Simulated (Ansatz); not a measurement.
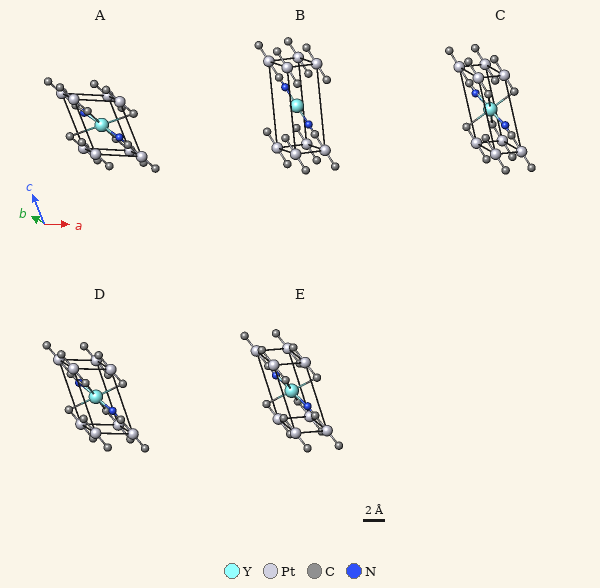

5 geometries from one relaxation of crystalline YPtC2N2 (a generated structure, set up in P-1) (coarse preliminary run), in shuffled order. The picture is a ball-and-stick view of the cell of the calculation, seen slightly off an axis.

Level of theory: DFT PBE, scalar-relativistic, plane waves, PAW in Ansatz. Settings: plane-wave cutoff 420 eV; k-point mesh 4 × 4 × 2; occupations gaussian; smearing width 0.1 eV; no spin polarisation; cell and atoms relaxed; force threshold 0.04 eV/Å; at most 70 steps.

Put them in the order of the run, from the start to the converged end.

Answer. B, C, E, D, A. They are steps 0, 5, 10, 15, 29, at +618 meV per atom, +329 meV per atom, +200 meV per atom, +139 meV per atom relative to the last. The largest moves relative to the cell, 1.11 Å, are those of N atoms. Largest moves by element: N 1.11 Å, C 0.69 Å. Pt and Y stay in place. The drawn cell changes as follows: a 4.011 → 5.747 Å (+43.3 %), b 4.548 → 3.623 Å (−20.3 %), c 8.619 → 5.840 Å (−32.2 %), α 76.1° → 72.2°, β 85.7° → 108.1°, γ 69.9° → 72.4°; the volume changes by −31.0 %. Among the contacts that change: Pt–Y 4.604 → 2.913 Å, N–Y 3.952 → 2.400 Å, C–Y 4.110 → 3.308 Å, C–Y 3.977 → 3.443 Å. New bonds form, among them: N–Y (3.95 → 2.40 Å). Among the angles between lasting bonds that change: Y–N–C 180.0° → 131.4°. The space group stays P-1 (No. 2). The energy falls by 618 meV per atom in 26 accepted moves (29 points after the start). Largest force component: 1.9 eV/Å at the start, 0.022 eV/Å at the end. The pressure goes from 1.49 to 0.04 GPa. At 3 points the geometry stayed and the basis and grid were re-selected for the new cell (energy shift of 45.8 meV per atom at most each time). The run took 110 s on 1 thread of AMD EPYC 7R13 Processor (Zen 3), with other jobs on the host, peak memory 0.49 GiB.

Limits of the set-up: the k-point mesh is coarse for a cell with partly filled bands.
